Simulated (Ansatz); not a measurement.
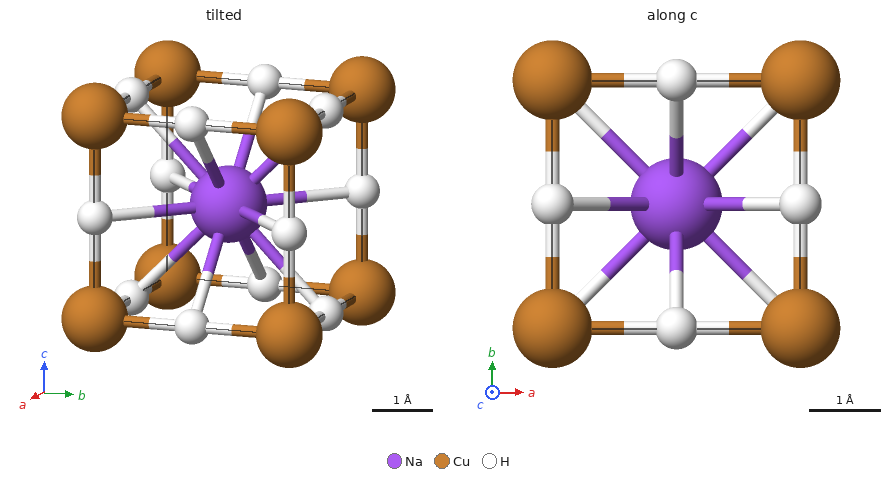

Ball-and-stick representation of a periodic structure, projected slightly off an axis and along the c axis. One conventional unit cell is framed, with atoms on its boundary repeated.

NaCuH$_{3}$, cubic perovskite, space group Pm-3m (No. 221), a = 3.504 Å, b = 3.504 Å, c = 3.504 Å, α = 90.00°, β = 90.00°, γ = 90.00°. The model was built from a structure type filled with these elements by a generator (whether the compound takes this form wasn't checked). Earlier steps of the study may have refined or changed the cell and positions. Ansatz was used for an electronic-structure calculation on it.

This one geometry was computed with Ansatz (DFT, plane waves, PAW) at three levels of theory: r2SCAN, PBE and LDA.

> Which level gives the highest pressure at this volume, and what does that say about its equilibrium volume?

Highest: PBE (0.0 GPa), which points to the largest equilibrium volume. Lowest, with the smallest volume: LDA (-5.5 GPa). Levels within 0.5 GPa of each other can't be told apart.

> How does the band gap change with the level of theory?

All levels give a metal.

> Collect the results in a table.

| level | cutoff (eV) | k-mesh of the run's cell | gap (eV) | pressure (GPa) |
| --- | --- | --- | --- | --- |
| r2SCAN | 500 | 10×10×10 | metal | -2.5 |
| PBE | 420 | 10×10×10 | metal | 0.0 |
| LDA | 420 | 10×10×10 | metal | -5.5 |

Gaps are taken on the k-mesh or band path of each run.
